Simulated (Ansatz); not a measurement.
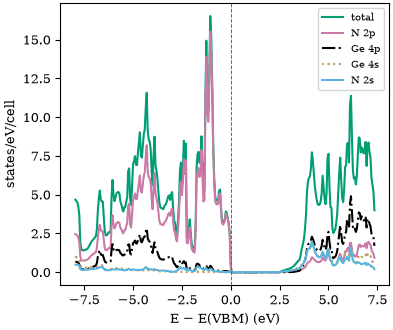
Figure. Total and projected density of states of Ge₃N₄ in space group P6_3/m (No. 176; Ge on 6h, N on 2c, N on 6h), the program Ansatz at the LDA level (PAW)

Task: Which orbitals carry the states next to the gap?

Result: Top 1 eV of the valence band: N 2p 95 %. Bottom 1 eV of the conduction band: Ge 4s 43 %, N 2s 37 %, N 2p 12 %, Ge 4p 6 %. Projections are on Löwdin-orthogonalised atomic valence shells; empty p or d shells of many metals are not among them.

Task: Where is the tallest occupied peak in this window, and what makes it?

Result: Near -1.0 eV, about 17 states/eV per cell; the largest projected share is N 2p.

Symmetry was held in the LDA relaxation; of distortions, only those at the zone centre were tested. Scalar-relativistic: spin–orbit coupling is off unless named, which matters more the heavier the elements.

Potentials: the later of the program's two PAW sets.
